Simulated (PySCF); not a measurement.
# C4H10Si: NMR shifts at several levels of theory, part 2 of 2

PySCF 2.14.0. Atoms count from 0. Earlier steps stand in the parts before.

### 8 Nuclear shieldings: KT2/pcSseg-1

Job settings and geometry (Å):

```
{"job": {"kind": "nmr", "xc": "KT2", "basis": "pcSseg-1", "pop": false}, "charge": 0, "multiplicity": 1}
C     -1.822190    -0.517752     0.051618
C     -0.393345    -0.379958     0.544191
C      0.679065    -1.206898    -0.221872
Si     1.901068     0.176250     0.202292
C      0.233494     1.041165     0.443415
H     -2.171544    -1.560237     0.122559
H     -1.899502    -0.208739    -1.003980
H     -2.511028     0.111929     0.637197
H     -0.355035    -0.685652     1.605635
H      0.821657    -2.247342     0.102345
H      0.462235    -1.205863    -1.304305
H      2.648657    -0.051588     1.478170
H      2.862432     0.671043    -0.832572
H      0.036691     1.724603     1.281392
H     -0.083509     1.535128    -0.491425
```

With the program's defaults for keys left out, this is: GIAO KT2/pcSseg-1 NMR shielding, non-relativistic, gas phase.

Log:

```text
coarse grid: 12168 points
cycle   1  E = -453.0921175113  dE =  2.123e-01  |g| = 5.511e-01  |ddm| = 3.311e+00
cycle   2  E = -452.9075690881  dE =  1.845e-01  |g| = 9.609e-01  |ddm| = 1.707e+00
cycle   3  E = -453.1784563471  dE = -2.709e-01  |g| = 9.761e-02  |ddm| = 1.293e+00
cycle   4  E = -453.1809890036  dE = -2.533e-03  |g| = 3.278e-02  |ddm| = 1.578e-01
cycle   5  E = -453.1812357116  dE = -2.467e-04  |g| = 6.930e-03  |ddm| = 2.917e-02
cycle   6  E = -453.1812497724  dE = -1.406e-05  |g| = 1.692e-03  |ddm| = 1.207e-02
cycle   7  E = -453.1812506777  dE = -9.053e-07  |g| = 3.160e-04  |ddm| = 2.834e-03
final grid: 110480 points
cycle   8  E = -453.2043157286  dE = -1.348e-04  |g| = 1.818e-02  |ddm| = 4.319e-02
cycle   9  E = -453.2041688917  dE =  1.468e-04  |g| = 2.808e-02  |ddm| = 4.446e-02
cycle  10  E = -453.2043824964  dE = -2.136e-04  |g| = 3.633e-03  |ddm| = 3.400e-02
cycle  11  E = -453.2043857605  dE = -3.264e-06  |g| = 7.828e-04  |ddm| = 4.839e-03
cycle  12  E = -453.2043859257  dE = -1.652e-07  |g| = 9.031e-05  |ddm| = 8.876e-04
cycle  13  E = -453.2043859275  dE = -1.780e-09  |g| = 3.283e-05  |ddm| = 1.312e-04
cycle  14  E = -453.2043859278  dE = -3.183e-10  |g| = 5.369e-06  |ddm| = 4.559e-05
converged SCF energy = -453.2043859278

GIAO shielding tensors (ppm)
atom      isotropic    diamagn.    paramagn.     s11        s22        s33       span
  0 C      152.825     246.303     -93.477    137.056    137.972    183.449     46.393
  1 C      144.530     252.230    -107.700    122.811    154.511    156.268     33.457
  2 C      162.198     253.092     -90.893    141.197    153.804    191.593     50.396
  3 Si     403.244     882.226    -478.982    373.423    397.505    438.805     65.382
  4 C      162.170     252.429     -90.260    141.337    153.486    191.686     50.350
  5 H       29.827      28.966       0.862     25.896     27.246     36.341     10.445
  6 H       30.280      30.375      -0.095     27.410     29.146     34.284      6.873
  7 H       29.814      29.156       0.658     25.872     27.223     36.346     10.474
  8 H       28.514      32.866      -4.352     25.842     28.051     31.648      5.806
  9 H       29.872      30.681      -0.809     26.332     26.707     36.577     10.244
 10 H       30.261      31.763      -1.502     28.017     28.722     34.044      6.027
 11 H       26.511      28.800      -2.290     24.344     24.374     30.813      6.469
 12 H       26.343      28.243      -1.900     23.427     23.543     32.059      8.632
 13 H       29.862      30.867      -1.005     26.326     26.709     36.551     10.226
 14 H       30.267      31.840      -1.573     28.014     28.720     34.067      6.054
```

Run time: 16 s. Hardware: 1 thread of Arm Neoverse V2, shared host; peak memory 0.75 GiB.

In short: δ C1 38.7, C0 30.4, C2 21.0, Si3 -42.2, H12 4.84, H11 4.67 ppm (means over like atoms).

### 9 Nuclear shieldings: KT3/pcSseg-1

Settings changed since step 8:

```diff
@@ -1,2 +1,2 @@
-{"job": {"kind": "nmr", "xc": "KT2", "basis": "pcSseg-1", "pop": false}, "charge": 0, "multiplicity": 1}
+{"job": {"kind": "nmr", "xc": "KT3", "basis": "pcSseg-1", "pop": false}, "charge": 0, "multiplicity": 1}
 C     -1.822190    -0.517752     0.051618
```

With the program's defaults for keys left out, this is: GIAO KT3/pcSseg-1 NMR shielding, non-relativistic, gas phase.

Log:

```text
coarse grid: 12168 points
cycle   1  E = -452.6779609757  dE =  1.892e-01  |g| = 5.656e-01  |ddm| = 3.327e+00
cycle   2  E = -452.4816036458  dE =  1.964e-01  |g| = 9.870e-01  |ddm| = 1.856e+00
cycle   3  E = -452.7701992609  dE = -2.886e-01  |g| = 9.679e-02  |ddm| = 1.384e+00
cycle   4  E = -452.7726617313  dE = -2.462e-03  |g| = 3.426e-02  |ddm| = 1.519e-01
cycle   5  E = -452.7729307579  dE = -2.690e-04  |g| = 6.985e-03  |ddm| = 3.095e-02
cycle   6  E = -452.7729451210  dE = -1.436e-05  |g| = 1.624e-03  |ddm| = 1.193e-02
cycle   7  E = -452.7729459364  dE = -8.154e-07  |g| = 3.600e-04  |ddm| = 2.780e-03
final grid: 110480 points
cycle   8  E = -452.7904997673  dE = -1.549e-04  |g| = 1.117e-02  |ddm| = 4.517e-02
cycle   9  E = -452.7904883516  dE =  1.142e-05  |g| = 1.025e-02  |ddm| = 1.632e-02
cycle  10  E = -452.7905080707  dE = -1.972e-05  |g| = 3.923e-03  |ddm| = 1.457e-02
cycle  11  E = -452.7905124802  dE = -4.409e-06  |g| = 4.640e-04  |ddm| = 4.794e-03
cycle  12  E = -452.7905125442  dE = -6.408e-08  |g| = 7.500e-05  |ddm| = 7.153e-04
cycle  13  E = -452.7905125454  dE = -1.156e-09  |g| = 3.337e-05  |ddm| = 9.251e-05
cycle  14  E = -452.7905125457  dE = -2.907e-10  |g| = 4.485e-06  |ddm| = 3.373e-05
converged SCF energy = -452.7905125457

GIAO shielding tensors (ppm)
atom      isotropic    diamagn.    paramagn.     s11        s22        s33       span
  0 C      152.657     245.387     -92.729    137.407    138.738    181.827     44.420
  1 C      144.203     251.623    -107.420    124.018    153.814    154.777     30.760
  2 C      161.848     252.412     -90.564    141.579    154.198    189.767     48.188
  3 Si     406.392     881.595    -475.203    377.233    402.108    439.834     62.600
  4 C      161.817     251.769     -89.951    141.708    153.893    189.851     48.144
  5 H       29.979      29.056       0.923     26.132     27.461     36.344     10.212
  6 H       30.427      30.507      -0.079     27.581     29.264     34.437      6.856
  7 H       29.966      29.262       0.704     26.111     27.438     36.350     10.239
  8 H       28.742      33.039      -4.296     26.007     28.247     31.973      5.966
  9 H       30.065      30.826      -0.762     26.577     26.937     36.680     10.104
 10 H       30.433      31.927      -1.494     28.199     28.860     34.240      6.041
 11 H       26.840      29.051      -2.211     24.640     24.771     31.110      6.470
 12 H       26.667      28.522      -1.855     23.805     23.908     32.288      8.482
 13 H       30.055      31.038      -0.983     26.569     26.940     36.655     10.086
 14 H       30.438      32.031      -1.593     28.193     28.860     34.262      6.069
```

It took 16 s on 1 thread of Arm Neoverse V2, shared host; peak memory 0.73 GiB.

Key values: δ C1 38.1, C0 29.6, C2 20.5, Si3 -40.9, H12 4.65, H11 4.48 ppm (means over like atoms).

### 10 NMR shieldings: B97-D/pcSseg-1

Settings changed since step 9:

```diff
@@ -1,2 +1,2 @@
-{"job": {"kind": "nmr", "xc": "KT3", "basis": "pcSseg-1", "pop": false}, "charge": 0, "multiplicity": 1}
+{"job": {"kind": "nmr", "xc": "B97-D", "basis": "pcSseg-1", "pop": false}, "charge": 0, "multiplicity": 1}
 C     -1.822190    -0.517752     0.051618
```

Method: GIAO B97-D/pcSseg-1 NMR shielding, non-relativistic, gas phase.

Log:

```text
coarse grid: 12168 points
cycle   1  E = -447.6299842001  dE =  1.698e-01  |g| = 5.829e-01  |ddm| = 3.348e+00
cycle   2  E = -447.4216405179  dE =  2.083e-01  |g| = 1.023e+00  |ddm| = 1.785e+00
cycle   3  E = -447.7248004541  dE = -3.032e-01  |g| = 9.710e-02  |ddm| = 1.359e+00
cycle   4  E = -447.7273197188  dE = -2.519e-03  |g| = 3.664e-02  |ddm| = 1.575e-01
cycle   5  E = -447.7276215980  dE = -3.019e-04  |g| = 7.780e-03  |ddm| = 3.278e-02
cycle   6  E = -447.7276401794  dE = -1.858e-05  |g| = 1.388e-03  |ddm| = 1.284e-02
cycle   7  E = -447.7276407404  dE = -5.610e-07  |g| = 3.946e-04  |ddm| = 2.565e-03
final grid: 110480 points
cycle   8  E = -447.7511549166  dE = -7.071e-05  |g| = 1.044e-02  |ddm| = 3.526e-02
cycle   9  E = -447.7511005140  dE =  5.440e-05  |g| = 1.695e-02  |ddm| = 2.663e-02
cycle  10  E = -447.7511786313  dE = -7.812e-05  |g| = 1.632e-03  |ddm| = 1.961e-02
cycle  11  E = -447.7511792611  dE = -6.298e-07  |g| = 4.122e-04  |ddm| = 2.057e-03
cycle  12  E = -447.7511793022  dE = -4.108e-08  |g| = 5.399e-05  |ddm| = 3.378e-04
cycle  13  E = -447.7511793029  dE = -6.869e-10  |g| = 1.527e-05  |ddm| = 8.625e-05
converged SCF energy = -447.7511793029

GIAO shielding tensors (ppm)
atom      isotropic    diamagn.    paramagn.     s11        s22        s33       span
  0 C      149.212     245.005     -95.792    133.714    135.625    178.298     44.584
  1 C      141.681     250.884    -109.203    122.642    150.855    151.546     28.904
  2 C      158.775     252.141     -93.366    138.659    150.960    186.706     48.047
  3 Si     388.719     880.351    -491.632    358.353    387.018    420.785     62.433
  4 C      158.748     251.533     -92.785    138.764    150.683    186.798     48.034
  5 H       30.045      29.022       1.023     26.237     27.556     36.341     10.105
  6 H       30.480      30.502      -0.022     27.628     29.324     34.488      6.860
  7 H       30.032      29.224       0.809     26.218     27.532     36.347     10.130
  8 H       28.906      32.749      -3.843     26.198     28.398     32.123      5.926
  9 H       30.185      30.713      -0.528     26.753     27.117     36.686      9.933
 10 H       30.569      31.958      -1.388     28.313     29.034     34.361      6.048
 11 H       26.914      29.181      -2.267     24.691     24.841     31.209      6.518
 12 H       26.721      28.678      -1.956     23.899     23.939     32.326      8.427
 13 H       30.176      30.936      -0.760     26.746     27.119     36.662      9.916
 14 H       30.575      32.068      -1.494     28.307     29.034     34.383      6.076
```

Run time: 15 s. Hardware: 1 thread of Arm Neoverse V2, shared host; peak memory 0.75 GiB.

In short: δ C1 37.5, C0 30.0, C2 20.4, Si3 -41.5, H12 4.69, H11 4.50 ppm (means over like atoms).

### 11 NMR shieldings: B3LYP/pcSseg-1

Settings changed since step 10:

```diff
@@ -1,2 +1,2 @@
-{"job": {"kind": "nmr", "xc": "B97-D", "basis": "pcSseg-1", "pop": false}, "charge": 0, "multiplicity": 1}
+{"job": {"kind": "nmr", "xc": "B3LYP", "basis": "pcSseg-1", "pop": false}, "charge": 0, "multiplicity": 1}
 C     -1.822190    -0.517752     0.051618
```

Level: GIAO B3LYP/pcSseg-1 NMR shielding, non-relativistic, gas phase.

Log:

```text
coarse grid: 12168 points
cycle   1  E = -447.8112402954  dE =  2.716e-01  |g| = 4.941e-01  |ddm| = 3.290e+00
cycle   2  E = -447.7476960811  dE =  6.354e-02  |g| = 6.837e-01  |ddm| = 1.146e+00
cycle   3  E = -447.8766154203  dE = -1.289e-01  |g| = 5.685e-02  |ddm| = 7.835e-01
cycle   4  E = -447.8773389362  dE = -7.235e-04  |g| = 2.447e-02  |ddm| = 8.240e-02
cycle   5  E = -447.8774743772  dE = -1.354e-04  |g| = 4.416e-03  |ddm| = 1.981e-02
cycle   6  E = -447.8774794729  dE = -5.096e-06  |g| = 6.852e-04  |ddm| = 5.842e-03
final grid: 110480 points
cycle   7  E = -447.9155060963  dE = -2.302e-05  |g| = 5.348e-03  |ddm| = 2.357e-02
cycle   8  E = -447.9154993376  dE =  6.759e-06  |g| = 7.300e-03  |ddm| = 1.188e-02
cycle   9  E = -447.9155135581  dE = -1.422e-05  |g| = 5.363e-04  |ddm| = 7.466e-03
cycle  10  E = -447.9155136268  dE = -6.871e-08  |g| = 1.398e-04  |ddm| = 6.630e-04
cycle  11  E = -447.9155136311  dE = -4.329e-09  |g| = 3.474e-05  |ddm| = 1.192e-04
cycle  12  E = -447.9155136314  dE = -2.792e-10  |g| = 8.814e-06  |ddm| = 4.530e-05
converged SCF energy = -447.9155136314

GIAO shielding tensors (ppm)
atom      isotropic    diamagn.    paramagn.     s11        s22        s33       span
  0 C      149.187     244.430     -95.243    133.497    135.421    178.643     45.146
  1 C      142.897     250.105    -107.208    124.870    151.586    152.235     27.365
  2 C      158.906     252.081     -93.175    138.651    150.684    187.382     48.731
  3 Si     381.007     879.168    -498.161    350.167    380.027    412.827     62.660
  4 C      158.876     251.435     -92.559    138.762    150.383    187.483     48.721
  5 H       30.051      28.973       1.078     26.145     27.531     36.478     10.334
  6 H       30.476      30.325       0.151     27.494     29.302     34.630      7.136
  7 H       30.039      29.155       0.885     26.128     27.506     36.485     10.358
  8 H       29.008      32.689      -3.681     26.173     28.368     32.482      6.309
  9 H       30.214      30.696      -0.482     26.696     27.063     36.884     10.187
 10 H       30.597      31.867      -1.269     28.234     28.996     34.562      6.327
 11 H       26.903      29.019      -2.116     24.595     24.776     31.337      6.741
 12 H       26.747      28.502      -1.755     23.887     23.913     32.443      8.556
 13 H       30.205      30.895      -0.690     26.690     27.066     36.860     10.170
 14 H       30.602      31.961      -1.359     28.226     28.998     34.582      6.356
```

Run time: 10 s. Hardware: 1 thread of Arm Neoverse V2, shared host; peak memory 0.74 GiB.

In short: δ C1 36.3, C0 30.0, C2 20.3, Si3 -43.1, H12 4.64, H11 4.48 ppm (means over like atoms).

### 12 Comparing the runs: NMR shifts

Shifts (ppm) of some atoms, chosen among heavy atoms and hydrogens apart, means over like atoms, with basis size and wall time:

| run | C1 | C0 | C2 | H12 | H11 | H8 | Si3 | functions | time |
| --- | --- | --- | --- | --- | --- | --- | --- | --- | --- |
| HF/pcSseg-1 | 27.7 | 27.6 | 16.2 | 4.29 | 4.25 | 1.90 | -36.4 | 142 | 4.8 s |
| LDA/pcSseg-1 | 36.8 | 30.3 | 20.9 | 5.02 | 4.87 | 2.66 | -47.9 | 142 | 13 s |
| PBE/pcSseg-1 | 37.2 | 30.2 | 20.4 | 4.85 | 4.68 | 2.56 | -44.9 | 142 | 15 s |
| BLYP/pcSseg-1 | 39.2 | 30.9 | 21.5 | 4.76 | 4.55 | 2.51 | -46.1 | 142 | 15 s |
| BP86/pcSseg-1 | 37.2 | 30.2 | 20.6 | 4.85 | 4.66 | 2.54 | -43.6 | 142 | 15 s |
| OPBE/pcSseg-1 | 34.5 | 28.4 | 18.7 | 4.77 | 4.63 | 2.54 | -40.1 | 142 | 16 s |
| KT2/pcSseg-1 | 38.7 | 30.4 | 21.0 | 4.84 | 4.67 | 2.67 | -42.2 | 142 | 16 s |
| KT3/pcSseg-1 | 38.1 | 29.6 | 20.5 | 4.65 | 4.48 | 2.58 | -40.9 | 142 | 16 s |
| B97-D/pcSseg-1 | 37.5 | 30.0 | 20.4 | 4.69 | 4.50 | 2.50 | -41.5 | 142 | 15 s |
| B3LYP/pcSseg-1 | 36.3 | 30.0 | 20.3 | 4.64 | 4.48 | 2.38 | -43.1 | 142 | 10 s |

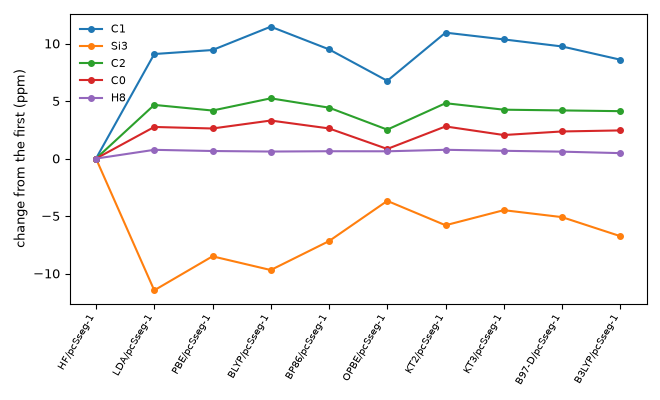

How five of the tabulated atoms move from run to run.

### 13 Summary of results

This closing draws on all 2 parts.

| quantity | value |
| --- | --- |
| 13C shifts against TMS (HF/pcSseg-1, means over atoms taken as alike) | 27.7, 27.6, 16.2 ppm |
| 1H shifts against TMS (HF/pcSseg-1, means over atoms taken as alike) | 4.29, 4.25, 1.90, 1.18, 0.97, 0.57 ppm |
| 29Si shifts against TMS (HF/pcSseg-1) | -36.4 ppm |
| range of the shift of C1 | 27.7 to 39.2 ppm |

Single values in the summary come from the first sound run of each kind (HF/pcSseg-1), which need not be the best level. At HF/pcSseg-1: Shielding is most anisotropic at Si3 (span 47 ppm, paramagnetic term -446 ppm). Across the 10 runs the shift of C1 moves most, between 27.7 (HF/pcSseg-1) and 39.2 ppm (BLYP/pcSseg-1).
